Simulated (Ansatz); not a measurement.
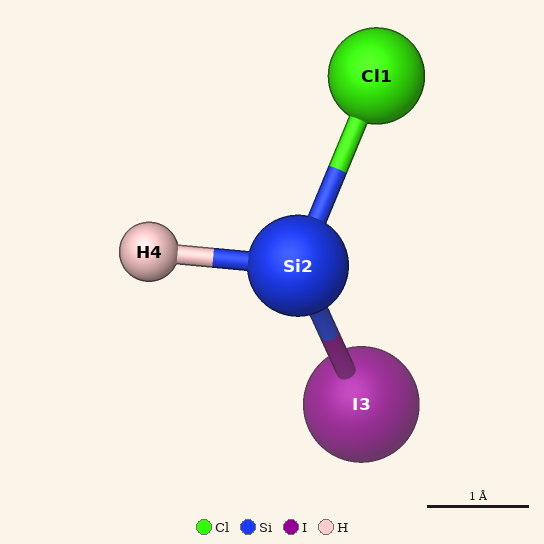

The picture comes from a calculation with Ansatz.

Orthographic view. Atoms fade into the background with distance from the viewer. Charge 0, doublet. Geometry: relaxed with PBE0-D4/def2-TZVP with one coordinate held away from its value at the minimum.

List all interatomic distances (Å) as a matrix.

```tsv
atom	Cl1	Si2	I3	H4
Cl1	0.00			
Si2	2.05	0.00		
I3	3.68	2.39	0.00	
H4	2.87	1.49	3.20	0.00
```
